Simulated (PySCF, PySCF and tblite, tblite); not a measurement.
# C₈H₁₁N: conformers and averaged spectra, part 2 of 2

PySCF and tblite. Atoms count from 0. Earlier steps stand in the parts before.

### Step 7. Couplings, conformer 1: B3LYP/6-31G*+pcJ-1

The job: settings as JSON, then the geometry in Å.

```
{"job": {"xc": "B3LYP", "basis": {"default": "6-31G*", "H": "pcJ-1"}, "nuclei": ["H", "F", "P", "Si", "B"], "kind": "j"}, "charge": 0, "multiplicity": 1}
C     -2.586985     0.305811     0.566530
C     -2.168978    -0.131657    -0.839582
N     -0.962253    -0.923560    -0.858350
C      0.286159    -0.410330    -0.570713
C      1.311321    -1.293028    -0.214170
C      2.594045    -0.839470     0.010356
C      2.892081     0.508344    -0.108878
C      1.885579     1.391440    -0.458184
C      0.597405     0.946106    -0.686411
H     -3.493007     0.904187     0.521614
H     -2.774497    -0.563175     1.194193
H     -1.797697     0.897063     1.025100
H     -2.022572     0.745311    -1.474231
H     -2.962057    -0.736183    -1.288963
H     -1.090454    -1.871276    -0.532591
H      1.086250    -2.346929    -0.118088
H      3.366796    -1.542839     0.285636
H      3.895044     0.864676     0.070406
H      2.102934     2.445951    -0.552689
H     -0.164264     1.660237    -0.958125
```

What it wrote:

```text
coarse grid: 16576 points
cycle   1  E = -366.2288832776  dE =  1.385e+00  |g| = 5.335e-01  |ddm| = 4.158e+00
cycle   2  E = -366.2151655442  dE =  1.372e-02  |g| = 5.887e-01  |ddm| = 1.186e+00
cycle   3  E = -366.3079798924  dE = -9.281e-02  |g| = 8.011e-02  |ddm| = 6.369e-01
cycle   4  E = -366.3090079642  dE = -1.028e-03  |g| = 5.092e-02  |ddm| = 1.338e-01
cycle   5  E = -366.3097321814  dE = -7.242e-04  |g| = 6.458e-03  |ddm| = 6.093e-02
cycle   6  E = -366.3097423985  dE = -1.022e-05  |g| = 2.144e-03  |ddm| = 9.188e-03
cycle   7  E = -366.3097435212  dE = -1.123e-06  |g| = 4.319e-04  |ddm| = 2.216e-03
final grid: 159752 points
cycle   8  E = -366.2373893262  dE = -4.816e-05  |g| = 7.538e-03  |ddm| = 3.248e-02
cycle   9  E = -366.2373858645  dE =  3.462e-06  |g| = 8.443e-03  |ddm| = 1.561e-02
cycle  10  E = -366.2374044612  dE = -1.860e-05  |g| = 8.109e-04  |ddm| = 8.563e-03
cycle  11  E = -366.2374045974  dE = -1.362e-07  |g| = 3.712e-04  |ddm| = 1.181e-03
cycle  12  E = -366.2374046317  dE = -3.434e-08  |g| = 8.568e-05  |ddm| = 4.278e-04
cycle  13  E = -366.2374046333  dE = -1.630e-09  |g| = 3.850e-05  |ddm| = 1.180e-04
cycle  14  E = -366.2374046337  dE = -3.901e-10  |g| = 7.279e-06  |ddm| = 4.210e-05
converged SCF energy = -366.2374046337

Indirect spin-spin couplings (Hz)
  i      j    bonds     total        FC       PSO       DSO        SD
  9 H   10 H    2    -13.857   -13.348     2.182    -2.690         -
  9 H   11 H    2    -13.905   -13.413     2.115    -2.607         -
  9 H   12 H    3      2.682     2.723     0.290    -0.331         -
  9 H   13 H    3      2.246     2.364     0.392    -0.510         -
  9 H   14 H    4     -1.037    -0.528     1.166    -1.675         -
  9 H   15 H    6     -0.236     0.037     0.660    -0.933         -
  9 H   16 H    7     -0.260     0.002     0.557    -0.819         -
  9 H   17 H    8     -0.237     0.000     0.491    -0.728         -
  9 H   18 H    7     -0.152    -0.004     0.347    -0.496         -
 10 H   11 H    2    -13.403   -12.965     2.003    -2.441         -
 10 H   12 H    3     13.573    14.473     1.868    -2.768         -
 10 H   13 H    3      4.814     4.907     0.353    -0.447         -
 10 H   16 H    7     -0.180    -0.008     0.337    -0.510         -
 10 H   17 H    8     -0.220     0.011     0.445    -0.676         -
 10 H   18 H    7     -0.243    -0.009     0.506    -0.739         -
 10 H   19 H    6     -0.212     0.009     0.554    -0.776         -
 11 H   12 H    3      4.086     4.157     0.256    -0.326         -
 11 H   13 H    3     13.938    14.851     1.872    -2.784         -
 11 H   14 H    4     -0.499    -0.155     0.720    -1.064         -
 11 H   16 H    7     -0.209    -0.007     0.335    -0.538         -
 11 H   17 H    8     -0.151     0.021     0.264    -0.436         -
 11 H   19 H    6      0.724     0.119    -1.290     1.895         -
 12 H   13 H    2    -15.223   -14.880     1.678    -2.021         -
 12 H   14 H    3     12.114    13.140     2.407    -3.433         -
 12 H   15 H    5     -0.414    -0.041     0.848    -1.221         -
 12 H   16 H    6     -0.321     0.012     0.655    -0.988         -
 12 H   17 H    7     -0.352    -0.075     0.513    -0.790         -
 12 H   19 H    5      0.339    -0.713    -2.343     3.395         -
 13 H   14 H    3      4.757     4.655     0.181    -0.079         -
 13 H   15 H    5     -0.211    -0.030     0.518    -0.699         -
 13 H   16 H    6     -0.169     0.123     0.626    -0.917         -
 13 H   17 H    7     -0.356    -0.038     0.649    -0.967         -
 13 H   18 H    6     -0.246     0.056     0.671    -0.973         -
 13 H   19 H    5     -0.422    -0.174     0.653    -0.901         -
 14 H   15 H    4      0.575    -0.268    -1.639     2.482         -
 14 H   16 H    5     -0.158     0.078     0.520    -0.756         -
 14 H   17 H    6     -0.379     0.036     0.820    -1.236         -
 14 H   18 H    5      0.184     0.692     1.042    -1.550         -
 14 H   19 H    4     -1.174    -0.460     1.461    -2.175         -
 15 H   16 H    3      9.001     9.198     0.078    -0.275         -
 15 H   17 H    4      0.260     0.916     1.174    -1.830         -
 15 H   18 H    5     -0.201     0.458     1.195    -1.854         -
 15 H   19 H    4      1.859     2.534     1.255    -1.930         -
 16 H   17 H    3      8.303     8.525     0.229    -0.452         -
 16 H   18 H    4      0.628     1.292     1.224    -1.888         -
 16 H   19 H    5     -0.163     0.489     1.168    -1.820         -
 17 H   18 H    3      8.300     8.526     0.208    -0.434         -
 17 H   19 H    4      0.234     0.869     1.140    -1.775         -
 18 H   19 H    3      9.372     9.511    -0.016    -0.124         -
```

Run time: 58 s. Hardware: 1 thread of Arm Neoverse V1, shared host; peak memory 1.1 GiB.

In short: HOMO -5.14 eV, LUMO 0.31 eV; dipole 1.70 D.

### Step 8. Couplings, conformer 2: B3LYP/6-31G*+pcJ-1

The job: settings as JSON, then the geometry in Å.

```
{"job": {"xc": "B3LYP", "basis": {"default": "6-31G*", "H": "pcJ-1"}, "nuclei": ["H", "F", "P", "Si", "B"], "kind": "j"}, "charge": 0, "multiplicity": 1}
C     -3.330842     0.022294    -0.238170
C     -1.927845     0.594897    -0.101835
N     -0.963723    -0.478112    -0.020500
C      0.393981    -0.263272     0.039120
C      0.944850     0.975370     0.375051
C      2.314790     1.125635     0.480089
C      3.166057     0.058285     0.254673
C      2.628810    -1.174403    -0.081261
C      1.263859    -1.334939    -0.190203
H     -4.063782     0.824503    -0.249706
H     -3.425933    -0.543296    -1.163339
H     -3.549833    -0.637490     0.598005
H     -1.866038     1.188232     0.816668
H     -1.714867     1.262805    -0.952297
H     -1.234771    -1.320830    -0.505527
H      0.303110     1.823651     0.554642
H      2.720718     2.093184     0.739263
H      4.234972     0.184461     0.336560
H      3.280475    -2.016914    -0.264117
H      0.850788    -2.298989    -0.455153
```

What it wrote:

```text
coarse grid: 16576 points
cycle   1  E = -366.2303751315  dE =  1.390e+00  |g| = 5.298e-01  |ddm| = 4.170e+00
cycle   2  E = -366.2160542795  dE =  1.432e-02  |g| = 5.882e-01  |ddm| = 1.183e+00
cycle   3  E = -366.3084794372  dE = -9.243e-02  |g| = 8.371e-02  |ddm| = 6.380e-01
cycle   4  E = -366.3097077693  dE = -1.228e-03  |g| = 4.952e-02  |ddm| = 1.365e-01
cycle   5  E = -366.3104002991  dE = -6.925e-04  |g| = 6.426e-03  |ddm| = 5.939e-02
cycle   6  E = -366.3104106954  dE = -1.040e-05  |g| = 2.178e-03  |ddm| = 8.139e-03
cycle   7  E = -366.3104118106  dE = -1.115e-06  |g| = 3.076e-04  |ddm| = 2.035e-03
final grid: 159752 points
cycle   8  E = -366.2381329470  dE = -5.941e-05  |g| = 7.901e-03  |ddm| = 4.714e-02
cycle   9  E = -366.2381296291  dE =  3.318e-06  |g| = 8.724e-03  |ddm| = 1.617e-02
cycle  10  E = -366.2381498163  dE = -2.019e-05  |g| = 5.735e-04  |ddm| = 8.626e-03
cycle  11  E = -366.2381498744  dE = -5.805e-08  |g| = 3.390e-04  |ddm| = 8.865e-04
cycle  12  E = -366.2381499019  dE = -2.752e-08  |g| = 7.360e-05  |ddm| = 3.615e-04
cycle  13  E = -366.2381499030  dE = -1.075e-09  |g| = 3.517e-05  |ddm| = 1.049e-04
cycle  14  E = -366.2381499033  dE = -3.281e-10  |g| = 7.175e-06  |ddm| = 4.013e-05
converged SCF energy = -366.2381499033

Indirect spin-spin couplings (Hz)
  i      j    bonds     total        FC       PSO       DSO        SD
  9 H   10 H    2    -14.578   -14.051     2.198    -2.725         -
  9 H   11 H    2    -14.550   -13.985     2.196    -2.760         -
  9 H   12 H    3      3.600     3.674     0.296    -0.370         -
  9 H   13 H    3      2.411     2.512     0.342    -0.443         -
  9 H   14 H    4     -0.810    -0.316     1.188    -1.683         -
  9 H   16 H    7     -0.160    -0.006     0.367    -0.520         -
  9 H   17 H    8     -0.191     0.021     0.448    -0.660         -
  9 H   18 H    7     -0.187     0.037     0.492    -0.716         -
  9 H   19 H    6     -0.153     0.067     0.568    -0.788         -
 10 H   11 H    2    -12.526   -12.017     2.145    -2.653         -
 10 H   12 H    3     14.081    15.002     1.906    -2.827         -
 10 H   13 H    3      5.043     5.145     0.304    -0.406         -
 10 H   14 H    4      0.345    -0.245    -1.221     1.810         -
 10 H   16 H    7     -0.219    -0.006     0.472    -0.685         -
 10 H   17 H    8     -0.200     0.013     0.427    -0.640         -
 10 H   18 H    7     -0.162    -0.005     0.332    -0.489         -
 11 H   12 H    3      4.335     4.438     0.322    -0.425         -
 11 H   13 H    3     14.074    14.986     1.911    -2.824         -
 11 H   16 H    7     -0.202    -0.006     0.439    -0.635         -
 11 H   17 H    8     -0.206     0.008     0.430    -0.644         -
 11 H   18 H    7     -0.177    -0.004     0.368    -0.541         -
 12 H   13 H    2     -9.669    -9.391     1.626    -1.904         -
 12 H   14 H    3      9.455    10.416     2.312    -3.272         -
 12 H   15 H    5      0.455    -0.423    -1.875     2.752         -
 12 H   17 H    7     -0.408    -0.137     0.506    -0.778         -
 12 H   18 H    6     -0.306     0.014     0.634    -0.954         -
 12 H   19 H    5     -0.405    -0.057     0.801    -1.148         -
 13 H   14 H    3     -0.956    -0.455     1.271    -1.772         -
 13 H   15 H    5      0.270    -0.295    -1.108     1.672         -
 13 H   17 H    7     -0.545    -0.282     0.476    -0.739         -
 13 H   18 H    6     -0.254     0.037     0.553    -0.844         -
 13 H   19 H    5     -0.418    -0.156     0.588    -0.850         -
 14 H   15 H    4     -1.111    -0.412     1.455    -2.154         -
 14 H   16 H    5      0.170     0.672     1.028    -1.530         -
 14 H   17 H    6     -0.415    -0.003     0.813    -1.226         -
 14 H   18 H    5     -0.155     0.083     0.522    -0.760         -
 14 H   19 H    4      0.542    -0.261    -1.562     2.365         -
 15 H   16 H    3      9.282     9.435     0.021    -0.175         -
 15 H   17 H    4      0.260     0.901     1.152    -1.793         -
 15 H   18 H    5     -0.176     0.479     1.176    -1.831         -
 15 H   19 H    4      1.823     2.499     1.263    -1.939         -
 16 H   17 H    3      8.326     8.556     0.211    -0.440         -
 16 H   18 H    4      0.617     1.282     1.226    -1.891         -
 16 H   19 H    5     -0.185     0.475     1.197    -1.857         -
 17 H   18 H    3      8.293     8.514     0.231    -0.452         -
 17 H   19 H    4      0.262     0.919     1.178    -1.835         -
 18 H   19 H    3      9.014     9.217     0.087    -0.289         -
```

It took 55 s on 1 thread of Arm Neoverse V1, shared host; peak memory 1.1 GiB.

In short: HOMO -5.14 eV, LUMO 0.35 eV; dipole 1.88 D.

### Step 9. The ensemble: properties at KT2/pcSseg-1 in chloroform

The job: settings as JSON, then the geometry in Å.

```
{"job": {"study": "conf", "smiles": "CCNc1ccccc1", "search": {"seed": 348, "n_embed": 90, "ff_keep": 18, "window": 3.0, "nmax": 7, "temps": [250, 273.15, 298.15, 323.15, 373.15], "t_ref": 298.15, "order": 0.001}, "level": {"nmr": {"xc": "KT2", "basis": "pcSseg-1", "solvent": "chloroform"}, "sp": {"xc": "B3LYP", "basis": "def2-SVP", "solvent": "chloroform"}, "j": {"xc": "B3LYP", "basis": {"default": "6-31G*", "H": "pcJ-1"}, "nuclei": ["H", "F", "P", "Si", "B"]}}, "kind": "conf"}, "charge": 0, "multiplicity": 1}
C     -3.330842     0.022294    -0.238170
C     -1.927845     0.594897    -0.101835
N     -0.963723    -0.478112    -0.020500
C      0.393981    -0.263272     0.039120
C      0.944850     0.975370     0.375051
C      2.314790     1.125635     0.480089
C      3.166057     0.058285     0.254673
C      2.628810    -1.174403    -0.081261
C      1.263859    -1.334939    -0.190203
H     -4.063782     0.824503    -0.249706
H     -3.425933    -0.543296    -1.163339
H     -3.549833    -0.637490     0.598005
H     -1.866038     1.188232     0.816668
H     -1.714867     1.262805    -0.952297
H     -1.234771    -1.320830    -0.505527
H      0.303110     1.823651     0.554642
H      2.720718     2.093184     0.739263
H      4.234972     0.184461     0.336560
H      3.280475    -2.016914    -0.264117
H      0.850788    -2.298989    -0.455153
```

What it wrote:

```text
conformer  sym    E(xTB)   E(DFT)   G(298.15 K)  weight  dipole/D
    1     C1      0.000    0.000    0.451   0.3182    2.336
    2     C1      0.603    0.007    0.000   0.6818    2.484

mean shielding (ppm) by class
class atoms           250 K   273.15 K   298.15 K   323.15 K   373.15 K
  0 C  0            169.712     169.72    169.727    169.733    169.741
  1 C  1            143.704    143.709    143.712    143.715     143.72
  2 N  2            164.841    164.839    164.837    164.836    164.834
  3 C  3             42.557     42.565     42.572     42.578     42.586
  4 C  4,8           79.265     79.261     79.258     79.256     79.252
  5 C  5,7           61.785     61.784     61.783     61.782      61.78
  6 C  6               74.6     74.601     74.602     74.603     74.604
  7 H  9,10,11       30.285     30.287     30.289      30.29     30.292
  8 H  12,13         28.266     28.265     28.263     28.262      28.26
  9 H  14            28.228     28.225     28.223     28.221     28.218
 10 H  15,19         25.049     25.049     25.048     25.048     25.048
 11 H  16,18         24.418     24.418     24.419     24.419     24.419
 12 H  17            25.019     25.019     25.019      25.02      25.02
```

It took 3.5 min on 1 thread of Arm Neoverse V1, shared host. This counts the runs that the step sums up.

The search (ETKDG and KDG, MMFF94s, GFN2-xTB) embedded 90 structures, kept 2 distinct ones after the force field and 2 after xTB; 2 were carried on (window 3.0 kcal/mol at the search's own energies). Energies: B3LYP/def2-SVP in chloroform with D3(BJ).

The conformers at 298 K:

```tsv
no.	group	mirror pair	ΔE xTB	ΔE DFT	ΔG	weight (%)	μ (D)	C0–C1–N2–C3 (°)	C1–N2–C3–C4 (°)	A, B, C (GHz)
1	C1	yes	0.00	0.00	0.45	31.8	2.34	-70	161	3.79, 1.04, 0.90
2	C1	yes	0.60	0.01	0.00	68.2	2.48	177	17	4.88, 0.89, 0.76
```

Energies in kcal/mol. ΔG holds xTB vibrations and rotation, symmetry numbers and mirror pairs.

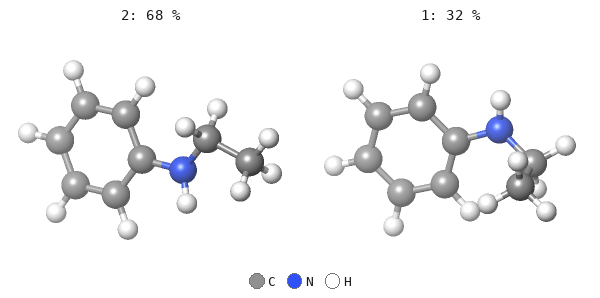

The conformers with their weights.

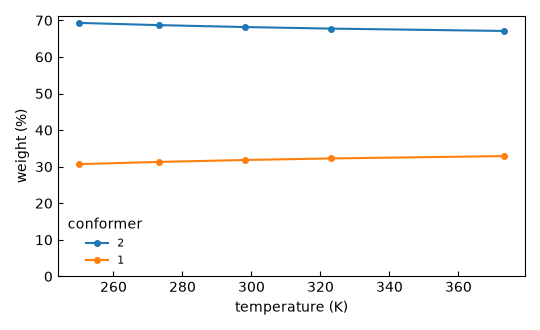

Weights against temperature.

Other ways of weighting, at the same temperature:

```tsv
scheme	2	1	mean μ (D)
DFT free energy	68	32	2.44
DFT energy, symmetry counted	50	50	2.41
DFT energy alone	50	50	2.41
xTB energy, symmetry counted	27	73	2.38
xTB free energy	44	56	2.40
lowest conformer only	100	0	2.48
equal weights	50	50	2.41
conformers found from three starts alone	100	0	2.48
```

Shifts against references run at the same level (¹³C TMS 186.2, ¹H TMS 31.60 ppm of shielding), by class of atoms, at 298 K:

```tsv
atoms	environment	no. 2	no. 1	average
C3	aromatic carbon bearing nitrogen	144.1	142.7	143.6
C5, C7	aromatic CH	124.4	124.6	124.4
C6	aromatic CH	111.7	111.5	111.6
C4, C8	aromatic CH	106.8	107.3	107.0
C1	sp3 CH2 bonded to N	42.7	42.0	42.5
C0	methyl carbon	16.9	15.6	16.5
H16, H18	hydrogen on an aromatic CH	7.19	7.17	7.18
H17	hydrogen on an aromatic CH	6.60	6.55	6.59
H15, H19	hydrogen on an aromatic CH	6.54	6.58	6.56
H14	hydrogen on an aniline-type nitrogen	3.24	3.68	3.38
H12, H13	hydrogen on an sp3 CH2 bonded to N	3.25	3.54	3.34
H9, H10, H11	hydrogen on a methyl carbon	1.41	1.10	1.31
N2	aniline-type nitrogen	164.9 (σ)	164.6 (σ)	164.8 (σ)
```

Couplings (Hz, B3LYP/6-31G*+pcJ-1; one pair named for each class), from conformers that hold 100 % of the weight:

```tsv
pair	bonds	no. 2	no. 1	average
H9–H10	2	-13.9	-13.7	-13.8
H12–H13	2	-9.7	-15.2	-11.4
H15–H16	3	9.2	9.2	9.2
H16–H17	3	8.3	8.3	8.3
H9–H12	3	7.3	6.9	7.1
H12–H14	3	4.2	8.4	5.6
H15–H19	4	1.8	1.9	1.8
H16–H18	4	0.6	0.6	0.6
```

Effective distances for nuclear Overhauser effects, ⟨r⁻⁶⟩^(−1/6) over all pairs of two classes (Å): H16···H17 2.47; H14···H15 2.55; H9···H12 2.61; H12···H14 2.66; H12···H15 2.67; H15···H16 2.74; H9···H14 2.76; H9···H15 3.99.

### Step 10. Outcome

This closing draws on all 2 parts.

| quantity | value |
| --- | --- |
| conformers | 2; the first in weight is no. 2 (C1), 68 % at 298 K |
| root-mean-square dipole | 2.44 D |
| averaged ¹³C shifts (KT2/pcSseg-1 in chloroform) | 143.6, 124.4, 111.6, 107.0, 42.5, 16.5 ppm |
| averaged ¹H shifts (KT2/pcSseg-1 in chloroform) | 7.18, 6.59, 6.56, 3.38, 3.34, 1.31 ppm |

**Reading.** Conformer 2 leads with 68 % at 298 K, and its share goes from 69 % at 250 K to 67 % at 373 K. Among conformers over 5 %, H14 differs by 0.43 ppm, while the average moves by 0.01 ppm from 250 to 373 K. Among vicinal couplings, H12–H14 differs most between the conformers listed (4.2 for no. 2, 8.4 for no. 1; average 5.6 Hz). Protons on O, N, S or Se exchange and bind to solvent, so their values hold for the lone molecule only.
